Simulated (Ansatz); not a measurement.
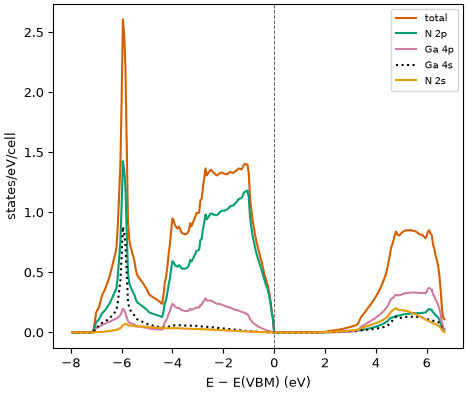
Total and projected density of states of GaN (zinc blende, F-43m), DFT-PBEsol in the program Ansatz with PAW potentials

Question: Which orbitals carry the states next to the gap?

Answer: Top 1 eV of the valence band: N 2p 87 %, Ga 4p 7 %. Bottom 1 eV of the conduction band: N 2s 38 %, Ga 4s 34 %, N 2p 18 %, Ga 4p 8 %. Projections are on Löwdin-orthogonalised atomic valence shells; empty p or d shells of many metals are not among them.

Question: Where is the tallest occupied peak in this window, and what makes it?

Answer: Near -5.9 eV, about 2.6 states/eV per cell; the largest projected share is N 2p.

The PBEsol relaxation kept the symmetry of its start. Spin–orbit coupling is left out wherever it is not named.

Potentials: the later of the program's two PAW sets.
